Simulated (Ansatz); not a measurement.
## Nudged elastic band of HfH4Cl2O3 (part 2 of 2)

The same run, continued: HfH4Cl2O3; RKS PBE0/def2-SVP (Ansatz 0.2.0). It belongs to a series of runs on one base structure; here: band between the two ends.

Geometry of the input (Å):
```
Hf -0.2639  -0.1694  0.0002
O  -0.2492  0.2963  1.9161
H  -0.6439  0.0197  2.7468
O  1.5223  -0.3856  -0.6389
H  2.4599  -0.3063  -0.8088
Cl -1.4107  1.5115  -1.2248
O  -1.2231  -1.8127  -0.1828
H  -1.4846  -2.6868  -0.4684
Cl 1.7509  2.5867  1.8358
H  0.8635  1.6505  2.0995
```

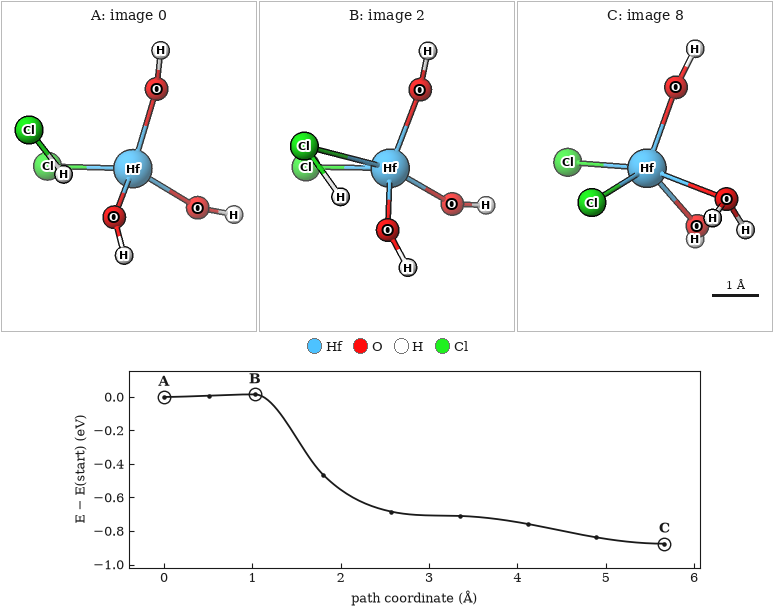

*Images of the last band (counted from 0; ball-and-stick, seen at a tilt) above the energy along the path; the line is a cubic interpolation that uses the forces.*

The highest image is number 2, 0.015 eV above the start and 0.891 eV above the end (the climbing image); the end lies 0.876 eV below the start. The path is 5.67 Å long. The band converged in 30 iterations.

```
Total energy: -32538.49516250 eV, -1195.7676418377 hartree
Atom 0 at    -0.098657     0.040383     0.103458 Å, force     0.003710     0.000238    -0.002381 eV/Å
Atom 1 at    -0.212712     0.272626     2.115539 Å, force    -0.000102     0.000936     0.001465 eV/Å
Atom 2 at    -0.654780    -0.187558     2.834376 Å, force    -0.000141    -0.000467    -0.000149 eV/Å
Atom 3 at     1.599449    -0.427665    -0.637498 Å, force    -0.000717     0.000761     0.001038 eV/Å
Atom 4 at     2.522666    -0.471098    -0.879277 Å, force    -0.000371    -0.000485    -0.000376 eV/Å
Atom 5 at    -1.310063     1.605387    -1.216113 Å, force    -0.000599    -0.000525     0.000049 eV/Å
Atom 6 at    -1.140609    -1.552126    -0.059077 Å, force    -0.003012    -0.000356     0.001491 eV/Å
Atom 7 at    -1.411861    -2.395482    -0.419392 Å, force     0.001329     0.000071    -0.001227 eV/Å
Atom 8 at     1.377810     2.340255     1.318292 Å, force     0.001181     0.001475    -0.001383 eV/Å
Atom 9 at     0.649956     1.479176     2.114394 Å, force    -0.001279    -0.001648     0.001474 eV/Å
Dipole moment:     0.152675    -0.830171     0.376234 e Å
this run last wrote the band of iteration 30 to [file]; this run last wrote the band within `neb.f_tol` of iteration 19 to [file]
```

**The last band as extended XYZ (Å, eV, eV/Å)**
```
10
Properties=species:S:1:pos:R:3:forces:R:3 image=0 energy=-32538.51008
Hf   -0.2639   -0.1694    0.0002    0.0155  -0.0015   0.0027
O    -0.2492    0.2963    1.9161   -0.0076   0.0050   0.0175
H    -0.6439    0.0197    2.7468    0.0001   0.0007  -0.0103
O     1.5223   -0.3856   -0.6389    0.0091   0.0018  -0.0043
H     2.4599   -0.3063   -0.8088   -0.0178  -0.0023   0.0024
Cl   -1.4107    1.5115   -1.2248   -0.0041   0.0001  -0.0029
O    -1.2231   -1.8127   -0.1828    0.0024  -0.0012  -0.0038
H    -1.4846   -2.6868   -0.4684    0.0000   0.0036   0.0025
Cl    1.7509    2.5867    1.8358   -0.0255  -0.0221   0.0092
H     0.8635    1.6505    2.0995    0.0279   0.0159  -0.0131
10
Properties=species:S:1:pos:R:3:forces:R:3 image=1 energy=-32538.50205
Hf   -0.1973   -0.0871    0.0659   -0.0049  -0.0056  -0.0015
O    -0.2318    0.2544    2.0217   -0.0007  -0.0003  -0.0040
H    -0.6452   -0.1301    2.7988    0.0003   0.0029  -0.0016
O     1.5598   -0.4177   -0.6091   -0.0019  -0.0003   0.0011
H     2.4947   -0.3853   -0.8045   -0.0012   0.0033   0.0034
Cl   -1.3553    1.5839   -1.1672   -0.0014  -0.0008   0.0019
O    -1.2036   -1.6959   -0.1458   -0.0027  -0.0060  -0.0036
H    -1.4475   -2.5526   -0.4934   -0.0023  -0.0066  -0.0029
Cl    1.5619    2.5164    1.5109    0.0088   0.0077   0.0080
H     0.7856    1.6177    2.0973    0.0060   0.0057  -0.0007
10
Properties=species:S:1:pos:R:3:forces:R:3 image=2 energy=-32538.49510
Hf   -0.0987    0.0404    0.1035    0.0037   0.0002  -0.0024
O    -0.2127    0.2726    2.1155   -0.0001   0.0009   0.0015
H    -0.6548   -0.1876    2.8344   -0.0001  -0.0005  -0.0001
O     1.5994   -0.4277   -0.6375   -0.0007   0.0008   0.0010
H     2.5227   -0.4711   -0.8793   -0.0004  -0.0005  -0.0004
Cl   -1.3101    1.6054   -1.2161   -0.0006  -0.0005   0.0000
O    -1.1406   -1.5521   -0.0591   -0.0030  -0.0004   0.0015
H    -1.4119   -2.3955   -0.4194    0.0013   0.0001  -0.0012
Cl    1.3778    2.3403    1.3183    0.0012   0.0015  -0.0014
H     0.6500    1.4792    2.1144   -0.0013  -0.0016   0.0015
10
Properties=species:S:1:pos:R:3:forces:R:3 image=3 energy=-32538.97337
Hf    0.0258    0.2074    0.0219    0.1012   0.1377  -0.0722
O    -0.1951    0.2965    2.2000   -0.0030   0.0295   0.0706
H    -0.6255   -0.1502    2.9353    0.0052   0.0379   0.0771
O     1.6013   -0.4873   -0.7989    0.0162  -0.0472  -0.1195
H     2.5391   -0.4224   -0.9759    0.0336   0.0411  -0.0593
Cl   -1.3139    1.6114   -1.3341    0.0043  -0.0131  -0.1223
O    -1.0688   -1.3911    0.0466    0.0814   0.1260   0.0885
H    -1.3760   -2.2381   -0.2824    0.0489   0.1207   0.1134
Cl    1.3621    2.1749    1.0669   -0.0330  -0.1307  -0.2111
H     0.3723    1.1027    2.3952   -0.2547  -0.3020   0.2347
10
Properties=species:S:1:pos:R:3:forces:R:3 image=4 energy=-32539.19414
Hf    0.1201    0.2976    0.0021   -0.0307   0.0387  -0.0391
O    -0.4042    0.4088    2.2070   -0.0235   0.0206   0.0075
H    -0.7584   -0.3056    2.7503   -0.0367  -0.0320  -0.0464
O     1.5681   -0.4945   -0.9716    0.0052   0.0045  -0.0154
H     2.5005   -0.4091   -1.1752   -0.0103  -0.0009  -0.0612
Cl   -1.2382    1.5589   -1.4713    0.0144  -0.0149  -0.0251
O    -0.9569   -1.3052    0.3271    0.0147  -0.0014   0.1002
H    -1.2215   -2.1015   -0.1388    0.0611   0.0424   0.0173
Cl    1.5316    2.0500    1.0423    0.0413  -0.0481   0.0008
H     0.1800    1.0044    2.7028   -0.0354  -0.0090   0.0615
10
Properties=species:S:1:pos:R:3:forces:R:3 image=5 energy=-32539.22009
Hf    0.2030    0.3589    0.0355    0.0089  -0.0236  -0.0300
O    -0.1122    0.2279    2.2817    0.0132  -0.0033   0.0005
H    -0.7764   -0.4217    2.5538   -0.0028  -0.0052   0.0005
O     1.6392   -0.4584   -0.9122   -0.0014   0.0132   0.0057
H     2.4382   -0.5566   -1.4278   -0.0023  -0.0106  -0.0011
Cl   -1.2048    1.3948   -1.5651    0.0016   0.0055   0.0003
O    -0.9427   -1.1979    0.4870   -0.0082   0.0000   0.0195
H    -1.2163   -1.9258   -0.0775    0.0066   0.0133  -0.0052
Cl    1.2759    2.3410    0.9815   -0.0066   0.0096   0.0006
H     0.0173    0.9417    2.9179   -0.0089   0.0010   0.0092
10
Properties=species:S:1:pos:R:3:forces:R:3 image=6 energy=-32539.26852
Hf    0.1865    0.3819    0.0370    0.0193  -0.0002  -0.0045
O     0.1619    0.0758    2.3139    0.0426  -0.0210   0.0011
H    -0.5676   -0.5322    2.5116   -0.0001  -0.0205  -0.0081
O     1.7270   -0.4110   -0.7553   -0.0063   0.0356   0.0022
H     2.4382   -0.5687   -1.3749   -0.0005  -0.0199   0.0239
Cl   -1.1133    1.2252   -1.7618    0.0260  -0.0139  -0.0244
O    -1.0464   -1.0971    0.5113   -0.0132  -0.0036   0.0184
H    -1.4199   -1.7674   -0.0675   -0.0389   0.0285   0.0007
Cl    0.8250    2.5348    0.9852   -0.0497   0.0269  -0.0090
H     0.1298    0.8626    2.8751    0.0207  -0.0118  -0.0004
10
Properties=species:S:1:pos:R:3:forces:R:3 image=7 energy=-32539.34795
Hf    0.1374    0.4241    0.0110   -0.0056   0.0014  -0.0172
O     0.3935   -0.0346    2.2751    0.0321  -0.0036  -0.0039
H    -0.3458   -0.6375    2.4575    0.0215  -0.0095  -0.0082
O     1.7690   -0.2882   -0.6627    0.0070   0.0134   0.0142
H     2.4812   -0.6206   -1.2062    0.0043  -0.0122   0.0212
Cl   -1.0414    1.0784   -1.9468    0.0120  -0.0154  -0.0225
O    -1.1274   -1.0048    0.5306   -0.0151   0.0119   0.0043
H    -1.6535   -1.5826   -0.0288   -0.0305   0.0263   0.0020
Cl    0.3917    2.6219    1.0059   -0.0452   0.0013   0.0087
H     0.3165    0.7478    2.8392    0.0197  -0.0135   0.0014
10
Properties=species:S:1:pos:R:3:forces:R:3 image=8 energy=-32539.38573
Hf    0.0654    0.4570   -0.0486    0.0044   0.0007  -0.0027
O     0.5959   -0.1269    2.1678    0.0022  -0.0028  -0.0066
H    -0.1347   -0.7284    2.3841   -0.0001   0.0012   0.0045
O     1.7718   -0.1733   -0.6187    0.0082  -0.0011  -0.0032
H     2.5600   -0.6328   -0.9012   -0.0069   0.0021   0.0017
Cl   -1.0214    0.9684   -2.1012   -0.0027  -0.0015  -0.0035
O    -1.2106   -0.9228    0.5396   -0.0086  -0.0067   0.0006
H    -1.9046   -1.3796    0.0568    0.0064   0.0063   0.0010
Cl    0.0458    2.6204    1.0180    0.0007  -0.0012   0.0034
H     0.5535    0.6220    2.7782   -0.0036   0.0030   0.0048
```

**Key numbers**

- outcome: converged
- barrier, forward: 0.015 eV
- barrier, backward: 0.891 eV
- hardware: 4 threads of Arm Neoverse V1, 24 GiB of memory available, shared host
- wall time: 11 min (CPU time 42 min)
- peak memory: 0.36 GiB

The order of the saddle point was not checked.
